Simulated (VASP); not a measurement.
Band structure of GaSb (zinc blende). Level of theory: PBE GGA with D3 dispersion (Becke-Johnson damping), VASP's PBE PAW potentials (set 64) (plane waves; VASP).

Unless said otherwise, spin-orbit coupling is left out, though it shifts the bands of the heavy elements here.

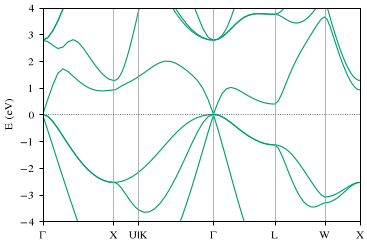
Figure: Bands along high-symmetry lines, zero at the valence-band maximum or, without a gap, the Fermi level

Problem. Read the plot: is there a gap, and where are the band edges?

Solution. It has no gap at this level: it comes out as a metal or semimetal. (Edges off the drawn lines would not show.)

The compound is GaSb in the zinc blende structure. It was relaxed first.
